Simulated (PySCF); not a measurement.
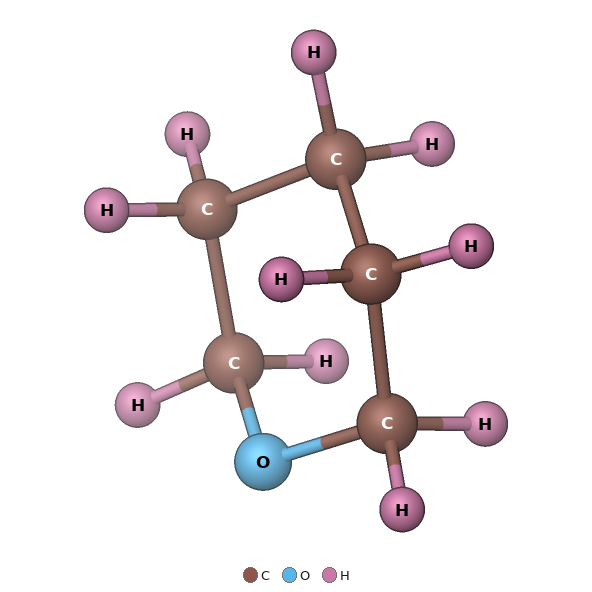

Atoms fade into the background with distance from the viewer. The computed structure is the end point of a PBE0-D3(BJ)/def2-SVP optimisation. No frequency run is at hand to confirm it as a minimum.

Which symmetry elements does this geometry have?

Answer. It has 1 mirror plane, so the point group is Cs. The group has 2 operations. The geometry is achiral, and symmetry allows a dipole moment.
